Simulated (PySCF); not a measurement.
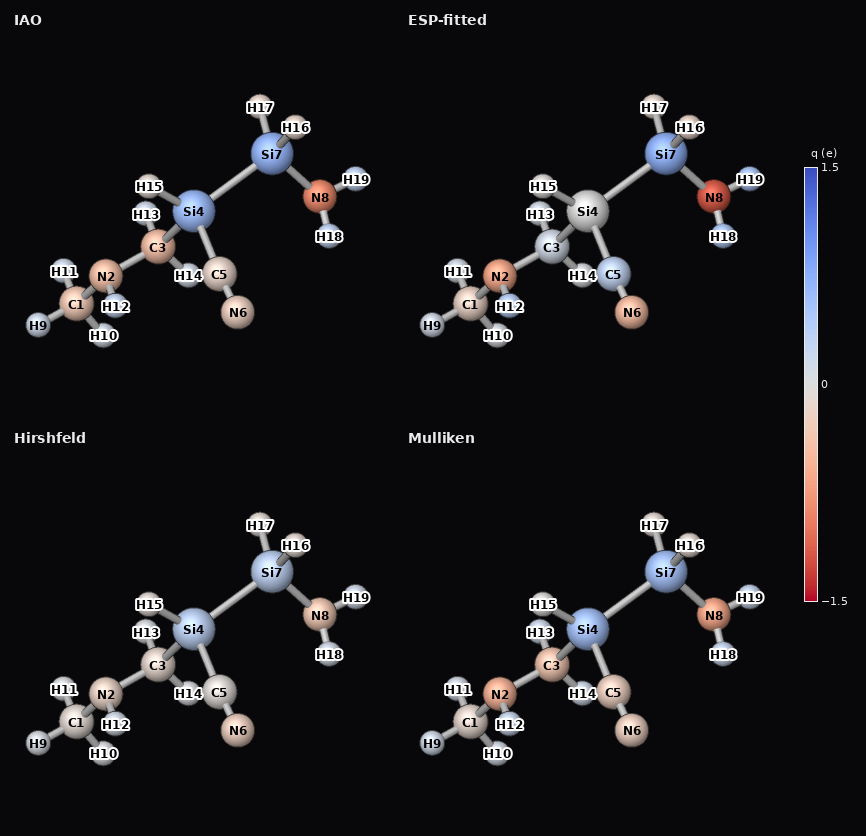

Atomic charges of one calculation by 4 schemes, on one colour scale. Computed geometry: GFN2-xTB optimisation. No frequency run is at hand to confirm it as a minimum. Method: PBE0/pcSseg-1 (PySCF 2.14.0).

Question. On which atom do the schemes disagree most?

Answer. On N8 (from −1.14 to −0.32 e).

List the charges (e), one line for each set of equivalent atoms.

```json
{"atom": "C1", "IAO": "−0.30", "ESP-fitted": "−0.18", "Hirshfeld": "−0.07", "Mulliken": "−0.12"}
{"atom": "N2", "IAO": "−0.40", "ESP-fitted": "−0.62", "Hirshfeld": "−0.17", "Mulliken": "−0.52"}
{"atom": "C3", "IAO": "−0.40", "ESP-fitted": "0.11", "Hirshfeld": "−0.11", "Mulliken": "−0.33"}
{"atom": "Si4", "IAO": "0.58", "ESP-fitted": "−0.01", "Hirshfeld": "0.31", "Mulliken": "0.51"}
{"atom": "C5", "IAO": "−0.15", "ESP-fitted": "0.28", "Hirshfeld": "−0.04", "Mulliken": "−0.22"}
{"atom": "N6", "IAO": "−0.21", "ESP-fitted": "−0.44", "Hirshfeld": "−0.21", "Mulliken": "−0.21"}
{"atom": "Si7", "IAO": "0.63", "ESP-fitted": "0.68", "Hirshfeld": "0.29", "Mulliken": "0.51"}
{"atom": "N8", "IAO": "−0.84", "ESP-fitted": "−1.14", "Hirshfeld": "−0.32", "Mulliken": "−0.63"}
{"atom": "H9", "IAO": "0.15", "ESP-fitted": "0.12", "Hirshfeld": "0.05", "Mulliken": "0.12"}
{"atom": "H10", "IAO": "0.11", "ESP-fitted": "0.07", "Hirshfeld": "0.03", "Mulliken": "0.09"}
{"atom": "H11", "IAO": "0.14", "ESP-fitted": "0.11", "Hirshfeld": "0.04", "Mulliken": "0.11"}
{"atom": "H12", "IAO": "0.24", "ESP-fitted": "0.35", "Hirshfeld": "0.10", "Mulliken": "0.19"}
{"atom": "H13", "IAO": "0.15", "ESP-fitted": "0.10", "Hirshfeld": "0.04", "Mulliken": "0.14"}
{"atom": "H14", "IAO": "0.12", "ESP-fitted": "0.04", "Hirshfeld": "0.03", "Mulliken": "0.13"}
{"atom": "H15", "IAO": "−0.08", "ESP-fitted": "−0.03", "Hirshfeld": "−0.06", "Mulliken": "−0.01"}
{"atom": "H16", "IAO": "−0.15", "ESP-fitted": "−0.16", "Hirshfeld": "−0.09", "Mulliken": "−0.09"}
{"atom": "H17", "IAO": "−0.12", "ESP-fitted": "−0.11", "Hirshfeld": "−0.08", "Mulliken": "−0.08"}
{"atom": "H18", "IAO": "0.27", "ESP-fitted": "0.42", "Hirshfeld": "0.12", "Mulliken": "0.20"}
{"atom": "H19", "IAO": "0.27", "ESP-fitted": "0.44", "Hirshfeld": "0.12", "Mulliken": "0.20"}
```

The geometry is semi-empirical. Around Si such bond lengths and angles can be off by a tenth of an ångström or more and by several degrees, and values that hang on the shape move with them.
